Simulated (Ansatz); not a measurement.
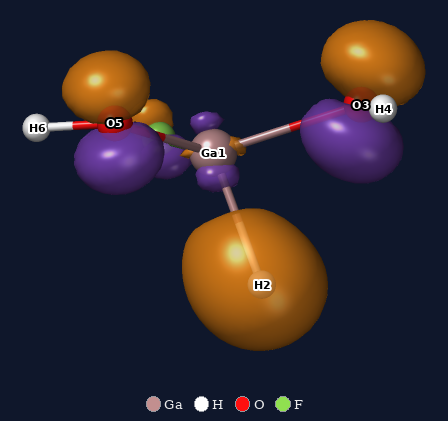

FGaH3O2 (doublet). The LUMO (β) at ±0.2 Å⁻³ᐟ² (orange and purple are the two phases), seen from one side.

Computed with UKS PBE-D4/def2-SVP in Ansatz.

```yaml
atoms:
  - { symbol: Ga, position_ang: [-0.0051, -0.3109, 0.5460] }
  - { symbol: H, position_ang: [0.3465, 1.3436, 0.5605] }
  - { symbol: O, position_ang: [1.6741, -0.5489, -0.1957] }
  - { symbol: H, position_ang: [1.6809, -0.2224, -1.1195] }
  - { symbol: O, position_ang: [-1.4437, -0.4531, -0.5701] }
  - { symbol: H, position_ang: [-2.2603, -0.6156, -0.0573] }
  - { symbol: F, position_ang: [-0.2021, -0.9913, 2.1699] }
```

Where does this orbital lie, and at what energy?

It lies mainly on H2 (about 30 %), O3 (about 30 %), O5 (about 15 %) and Ga1 (about 15 %). Its energy is −6.24 eV.
